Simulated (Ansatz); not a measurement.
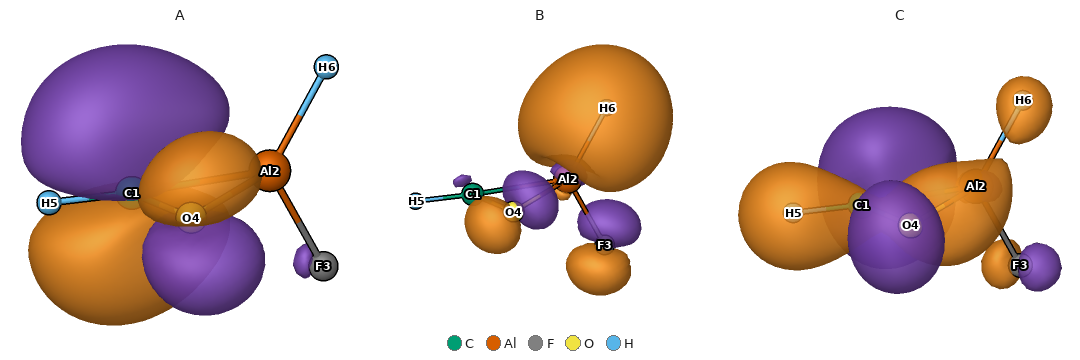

Figure. CH2AlFO. Three frontier orbitals at ±0.1 Å⁻³ᐟ² (orange and purple are the two phases), in no order.

Geometry: PBE0-D3(BJ)/def2-SVP.

These are results of isolated molecule in a Gaussian basis; Kohn-Sham density functional theory, functional PBE0 in Ansatz, not measurements.

Input

```
crystal:
  periodic: [false, false, false]
  atoms:
    - {symbol: C, position_ang: [-0.703906, 1.047975, 0.618739]}
    - {symbol: Al, position_ang: [0.195028, 2.710618, 1.027295]}
    - {symbol: F, position_ang: [1.646411, 2.971356, 0.251655]}
    - {symbol: O, position_ang: [-0.000651, 0.870726, 1.642338]}
    - {symbol: H, position_ang: [-1.274377, 0.173467, 0.235266]}
    - {symbol: H, position_ang: [-0.436296, 3.801174, 1.958530]}
basis:
  gaussian: {orbitals: def2-TZVPD}
hamiltonian: {xc: pbe0}
output: {forces: true, orbitals: {seedname: orbitals}}
```

Run with:

```sh
ansatz run input.yaml --threads 2 --pin off --max-ram 4350MiB --events-out events.jsonl --progress --plain --runs-dir runs
```

Order the three orbitals by energy and name them.

B is the HOMO−1 (−9.59 eV). It lies mainly on H6 (about 50 %), Al2 (about 35 %), F3 (about 10 %) and O4 (about 5 %). C is the HOMO (−7.76 eV). By Hirshfeld shares it lies mainly on C1 (about 40 %), O4 (about 30 %), Al2 (about 15 %) and H5 (about 10 %). A is the LUMO (−2.39 eV). It lies mainly on C1 (about 55 %), O4 (about 30 %) and H5 (about 5 %); π-antibonding (π*) across C1–O4.

What is the HOMO–LUMO gap?

5.37 eV between the orbital energies.
